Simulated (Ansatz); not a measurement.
**HgTe, response to strain**

The reference is HgTe in the zinc blende structure (space group F-43m, No. 216; a = 6.573 Å).

Strains are applied to the cell and any free atomic positions relax.

Calculations: Ansatz (a quantum-chemistry and plane-wave program) r2SCAN, no SOC.

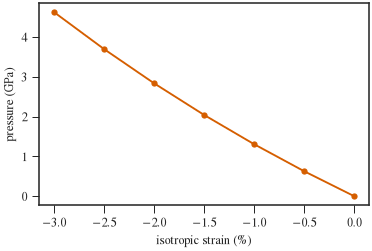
*Pressure against isotropic strain*

### Question
From the plot, what is the pressure for isotropic strain −3.00 %?

### Answer
About 4.6 GPa.

### Question
Is the trend monotonic over the range shown?

### Answer
Yes, it falls throughout, spanning 0.0 GPa to 4.6 GPa.

No phonon test of stability was made. The final runs are not spin-polarised.
